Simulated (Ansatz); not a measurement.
**A correction line for BHLYP-D4/def2-TZVPP: atomisation energy**

The atomisation energy (no zero-point term) in kJ/mol of 7 B-containing radicals: x at BHLYP-D4/def2-TZVPP, y at CCSD(T)/CBS estimate. Shapes, held fixed at every level: PBE0-D4/def2-TZVP. Flexible molecules stand in one conformer, not always the lowest. Programs: Ansatz 0.2.0.

```
                  molecule  x (kJ/mol)  y (kJ/mol)
              B(CH3)(SiH3)        2872        2882
     C2H6B (SMILES [BH]CC)        3193        3219
                   B(CH3)2        3256           ?
              BH(CH2)(CH3)        3296        3313
           B(CH2)(CH3)(SH)        3649        3693
     C3H8B (SMILES C[B]CC)        4454        4504
C3H8BO (SMILES [BH]OC(C)C)        4932        5034
```

Task: Fit y = c + s·x to the known rows and predict y for B(CH3)2.

Result: 
1. Means of the 6 rows: x = 3732.67, y = 3774.2.
2. Σ(Δx)² = 3188387, Σ(Δx·Δy) = 3313043, so the slope is 3313043/3188387 = 1.0391.
3. Intercept: 3774.2 − (1.0391) × 3732.67 = -104.4. The largest residual of the fit is 20.
4. B(CH3)2: -104.4 + 1.0391 × 3256 = 3279 kJ/mol.

CCSD(T)/CBS estimate gives 3282 kJ/mol, so the prediction is off by -3 kJ/mol, within the largest residual. Uncorrected, BHLYP-D4/def2-TZVPP misses B(CH3)2 by -26 kJ/mol, and the other rows by 42 on average. The line removes about 85 % of this miss, partly by chance. Left out in turn, the other rows are missed by 15 kJ/mol on average, so much of the error is systematic among these molecules. Open shells run unrestricted. The CBS estimate extrapolates MP2 from def2-TZVPP and def2-QZVPP and adds CCSD(T) − MP2 in the triple-zeta set, cores frozen.

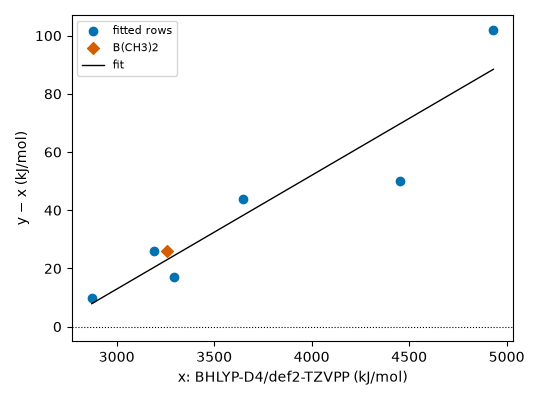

The correction y − x against x, with the fitted line and the withheld molecule.
